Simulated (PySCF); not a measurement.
**SiH2S (SMILES [SiH]S) at CCSD(T)/STO-6G**

What is the vertical ionisation energy of SiH2S at CCSD(T)/STO-6G? The job is set up through a Python script.

The calculation is run with PySCF 2.14.0.

10 further runs of the same task are left out: 1 that didn't finish, 9 set aside as unsound or not needed.

## 1. Starting point

The species is SiH2S (4 atoms), meant as a singlet with charge 0. As SMILES, `[SiH]S`. The shape is that of a PBE0-D4/def2-TZVP optimisation.

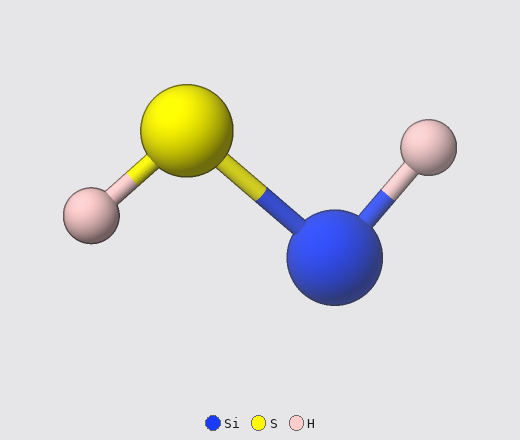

Viewed from a chosen angle; silicon blue, sulfur yellow, hydrogen pink.

## 2. A single-point energy at CCSD(T)/STO-6G

input.xyz

```xyz
4

Si    -0.262800    -1.074400     0.161100
S      0.190500     0.958800    -0.206600
H      1.017500    -1.190800     0.981400
H     -0.889700     1.246000    -0.956200
```

calc.py

```python
from pyscf import gto, scf, cc

molecule = gto.Mole()
molecule.atom = 'input.xyz'
molecule.basis = 'sto-6g'
molecule.charge = 0
molecule.max_memory = 1860
molecule.verbose = 3
molecule.build()

mf = scf.RHF(molecule)
mf.conv_tol = 1e-10
mf.kernel()
if not mf.converged:
    mf = mf.newton().run(mf.mo_coeff, mf.mo_occ)

mycc = cc.CCSD(mf, frozen=10)
mycc.kernel()
e_t = mycc.ccsd_t()
etot = mycc.e_tot + e_t
print('E(%s) = %.9f' % ('CCSD(T)', etot))
```

Started as:

```sh
$ OMP_NUM_THREADS=1 python calc.py
```

Standard output:

```text
converged SCF energy = -685.172536574736
E(CCSD) = -685.2552008006613  E_corr = -0.08266422592501088
CCSD(T) correction = -0.00226454833195474
E(CCSD(T)) = -685.257465349
```

Run time: 1.2 s. Hardware: 1 thread of Intel Xeon Platinum 8259CL at 2.50GHz (Skylake/Cascade Lake), shared host; peak memory 0.1 GiB.

## 3. The doublet cation at the same level

input.xyz is that of step 2.

calc.py

```python
from pyscf import gto, scf, cc

mol = gto.M(
    atom='input.xyz',
    verbose=4,
    basis='sto-6g',
    spin=1,
    max_memory=1860,
    charge=1,
)

calc0 = scf.UHF(mol)
calc0.conv_tol = 1e-10
calc0.kernel()
if not calc0.converged:
    calc0 = calc0.newton().run(calc0.mo_coeff, calc0.mo_occ)

mycc = cc.CCSD(calc0, frozen=10)
mycc.kernel()
e_t = mycc.ccsd_t()
e_final = mycc.e_tot + e_t
print('E(%s) = %.9f' % ('CCSD(T)', e_final))
```

Started as:

```sh
$ OMP_NUM_THREADS=1 python calc.py
```

Standard output:

```text
PySCF version 2.14.0

[INPUT] num. atoms = 4
[INPUT] num. electrons = 31
[INPUT] charge = 1
[INPUT] spin (= nelec alpha-beta = 2S) = 1
[INPUT] symmetry False subgroup None
[INPUT] Mole.unit = angstrom
[INPUT] Symbol           X                Y                Z      unit          X                Y                Z       unit  Magmom
[INPUT]  1 Si    -0.262800000000  -1.074400000000   0.161100000000 AA   -0.496620025536  -2.030321748233   0.304434878667 Bohr   0.0
[INPUT]  2 S      0.190500000000   0.958800000000  -0.206600000000 AA    0.359992826730   1.811869408233  -0.390417417335 Bohr   0.0
[INPUT]  3 H      1.017500000000  -1.190800000000   0.981400000000 AA    1.922796331745  -2.250285869132   1.854577218648 Bohr   0.0
[INPUT]  4 H     -0.889700000000   1.246000000000  -0.956200000000 AA   -1.681289333026   2.354598751208  -1.806956120309 Bohr   0.0

nuclear repulsion = 73.3930779719357
number of shells = 12
number of NR pGTOs = 120
number of NR cGTOs = 20
basis = sto-6g
ecp = {}

******** <class 'pyscf.scf.uhf.UHF'> ********
method = UHF
initial guess = minao
damping factor = 0
level_shift factor = 0
DIIS = <class 'pyscf.scf.diis.CDIIS'>
diis_start_cycle = 1
diis_space = 8
diis_damp = 0
SCF conv_tol = 1e-10
SCF conv_tol_grad = None
SCF max_cycles = 50
direct_scf = True
direct_scf_tol = 1e-13
number electrons alpha = 16  beta = 15
Set gradient conv threshold to 1e-05
init E= -684.710439039041
[... the frontier-level lines of each cycle are left out ...]

[... 60 lines left out ...]
Extra cycle  E= -684.966434455156  delta_E= -5.12e-12  |g|= 9.58e-07  |ddm|= 4.17e-06
converged SCF energy = -684.966434455156  <S^2> = 0.77027118  2S+1 = 2.0201695

******** <class 'pyscf.cc.uccsd.UCCSD'> ********
CC2 = 0
CCSD nocc = (np.int64(6), np.int64(5)), nmo = (10, 10)
frozen orbitals 10
max_cycle = 50
direct = 0
conv_tol = 1e-07
conv_tol_normt = 1e-06
diis_space = 6
diis_start_cycle = 0
diis_start_energy_diff = 1e+09
Init t2, MP2 energy = -0.0646343854083418
Init E_corr(UCCSD) = -0.0646343854100882
cycle = 1  E_corr(UCCSD) = -0.0780537432906673  dE = -0.0134193579  norm(t1,t2) = 0.108428
cycle = 2  E_corr(UCCSD) = -0.0865580817510231  dE = -0.00850433846  norm(t1,t2) = 0.0479428
cycle = 3  E_corr(UCCSD) = -0.0901014397608604  dE = -0.00354335801  norm(t1,t2) = 0.035165
cycle = 4  E_corr(UCCSD) = -0.0941053679500142  dE = -0.00400392819  norm(t1,t2) = 0.0192125
cycle = 5  E_corr(UCCSD) = -0.0936376166600746  dE = 0.00046775129  norm(t1,t2) = 0.00887263
cycle = 6  E_corr(UCCSD) = -0.0940163406970891  dE = -0.000378724037  norm(t1,t2) = 0.00330662
cycle = 7  E_corr(UCCSD) = -0.0939868856323725  dE = 2.94550647e-05  norm(t1,t2) = 0.00160488
cycle = 8  E_corr(UCCSD) = -0.0940240742861674  dE = -3.71886538e-05  norm(t1,t2) = 0.000780392
cycle = 9  E_corr(UCCSD) = -0.0940168958560875  dE = 7.17843008e-06  norm(t1,t2) = 0.000343705
cycle = 10  E_corr(UCCSD) = -0.0940235794713305  dE = -6.68361524e-06  norm(t1,t2) = 0.000160134
cycle = 11  E_corr(UCCSD) = -0.0940186218656493  dE = 4.95760568e-06  norm(t1,t2) = 9.42696e-05
cycle = 12  E_corr(UCCSD) = -0.0940180599411403  dE = 5.61924509e-07  norm(t1,t2) = 3.74932e-05
cycle = 13  E_corr(UCCSD) = -0.0940170316085447  dE = 1.0283326e-06  norm(t1,t2) = 2.00189e-05
cycle = 14  E_corr(UCCSD) = -0.0940175370122171  dE = -5.05403672e-07  norm(t1,t2) = 1.28888e-05
cycle = 15  E_corr(UCCSD) = -0.0940177553406251  dE = -2.18328408e-07  norm(t1,t2) = 6.83602e-06
cycle = 16  E_corr(UCCSD) = -0.0940178484917176  dE = -9.31510925e-08  norm(t1,t2) = 3.44288e-06
cycle = 17  E_corr(UCCSD) = -0.0940178218420928  dE = 2.66496248e-08  norm(t1,t2) = 2.05194e-06
cycle = 18  E_corr(UCCSD) = -0.0940177788884708  dE = 4.2953622e-08  norm(t1,t2) = 1.46945e-06
cycle = 19  E_corr(UCCSD) = -0.0940177681940607  dE = 1.06944101e-08  norm(t1,t2) = 1.12798e-06
cycle = 20  E_corr(UCCSD) = -0.0940177547034564  dE = 1.34906043e-08  norm(t1,t2) = 7.81154e-07
UCCSD converged
E(UCCSD) = -685.0604522098592  E_corr = -0.09401775470345636
UCCSD(T) correction = -0.00462244712981923
E(CCSD(T)) = -685.065074657
```

Run time: 1.4 s. Hardware: 1 thread of Intel Xeon Platinum 8259CL at 2.50GHz (Skylake/Cascade Lake), shared host; peak memory 0.1 GiB.

## 4. What came out

Level: CCSD(T)/STO-6G, 10 core orbitals frozen.

```
                                                                  quantity          value
                                               singlet SiH2S: total energy  -685.25747 Eh
                       singlet SiH2S: dipole moment (Hartree–Fock density)         1.25 D
                        singlet SiH2S: HOMO energy (Hartree–Fock orbitals)       -6.14 eV
                        singlet SiH2S: LUMO energy (Hartree–Fock orbitals)        5.96 eV
                      singlet SiH2S: HOMO–LUMO gap (Hartree–Fock orbitals)       12.10 eV
               singlet SiH2S: correlation energy (10 core orbitals frozen)      -84.9 mEh
                                             singlet SiH2S: (T) correction      -2.26 mEh
                                              singlet SiH2S: T1 diagnostic          0.022
                                              doublet cation: total energy  -685.06507 Eh
doublet cation: HOMO energy (Hartree–Fock orbitals) (highest over α and β)      -14.92 eV
 doublet cation: LUMO energy (Hartree–Fock orbitals) (lowest over α and β)       -5.05 eV
              doublet cation: correlation energy (10 core orbitals frozen)      -98.6 mEh
                                            doublet cation: (T) correction      -4.62 mEh
                         doublet cation: ⟨S²⟩ of the reference determinant          0.770
                                             doublet cation: T1 diagnostic          0.047
                        vertical ionisation energy (to the doublet cation)       5.235 eV
```

The vertical ionisation energy comes to 5.24 eV (121 kcal/mol). In a minimal basis such a difference can be off by several eV, whatever the method. The T1 diagnostic (singlet SiH2S) of 0.022 is above the customary mark for such species, so a single reference may not serve. The triples (singlet SiH2S) make up 2.7 % of the correlation energy. The T1 diagnostic (doublet cation) of 0.047 is above the customary mark for such species, so a single reference may not serve. Mulliken charges (doublet cation) of the mean-field density run from -0.05 on H3 to +0.83 on Si1.
